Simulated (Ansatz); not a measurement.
```xyz
10

Si   -1.3911    0.7783   -0.8368
Si   -0.1188   -0.7205    0.4041
C     1.6532   -0.2933    0.7800
S     1.5574   -1.5679   -0.5677
H    -0.4522    1.7101   -1.5190
H    -2.3052    1.5584    0.0465
H    -2.2077    0.0614   -1.8543
H    -0.8149   -1.5776    1.3982
H     2.1042   -0.6625    1.7002
H     2.0582    0.6625    0.4517
```

Computed with Ansatz 0.2.0, RKS PBE0-D4/6-31G*.

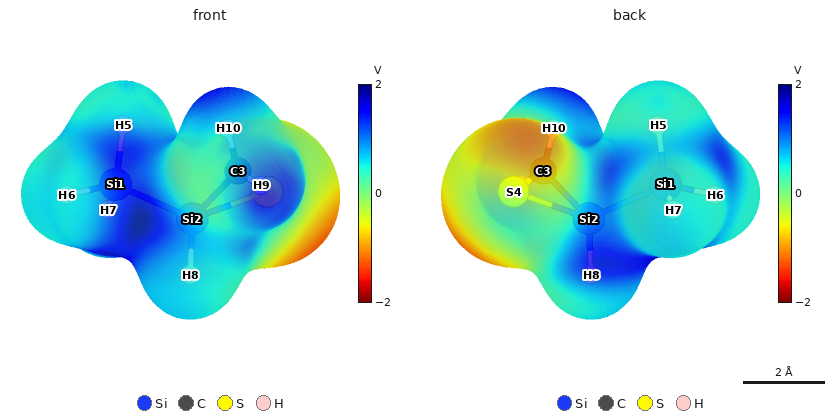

CH6SSi2. The molecular electrostatic potential painted on the density surface at 0.004 e/bohr³, seen from the front and from behind; red is negative and blue positive.

> Which sites attract a positive test charge, and which a negative one?

A positive charge is drawn to the negative regions and a negative charge to the positive ones. The most negative region (about −1.2 V) lies over S4, the most positive (about +1.8 V) over Si1 and Si2.
